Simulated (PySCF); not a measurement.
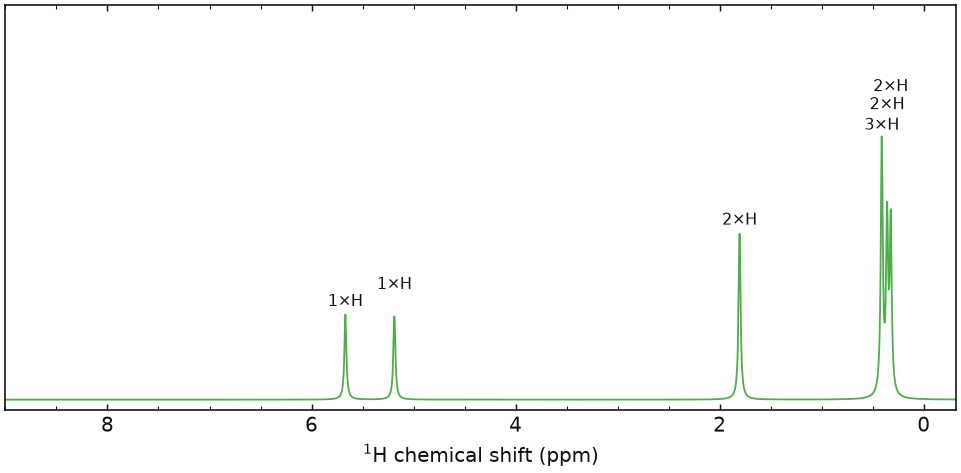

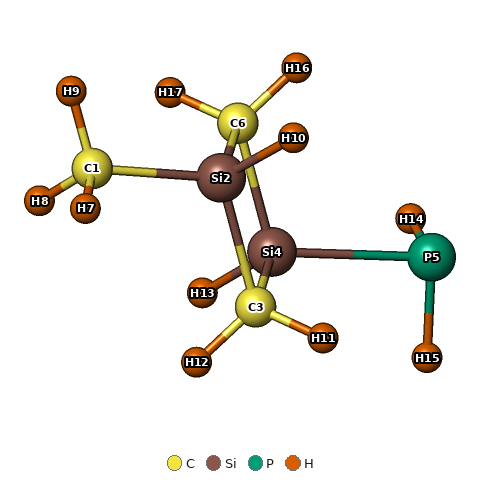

Spectrum and numbered structure of C₃H₁₁PSi₂, SMILES C[Si@H]1C[Si@H](P)C1. GIAO shifts, PBE0/pcSseg-1 with PySCF, at a PBE0-D3(BJ)/def2-SVP geometry (no frequency check), against TMS for ¹H computed at the same level. Gas phase, fully decoupled, line heights follow the number of nuclei, widths are arbitrary (no quadrupolar broadening); values of one conformer, averaged over methyl-type rotors and exact or near symmetry; other conformers aren't averaged in.

Assign the ¹H signals to the numbered atoms.

| δ (ppm) | nuclei | atoms |
| --- | --- | --- |
| 5.67 | 1 | H13 |
| 5.19 | 1 | H10 |
| 1.81 | 2 | H14, H15 |
| 0.41 | 3 | H7, H8, H9 |
| 0.36 | 2 | H11, H16 |
| 0.32 | 2 | H12, H17 |

The order of signals that lie close, as those under 0.08 ppm apart, is within the error of the method.
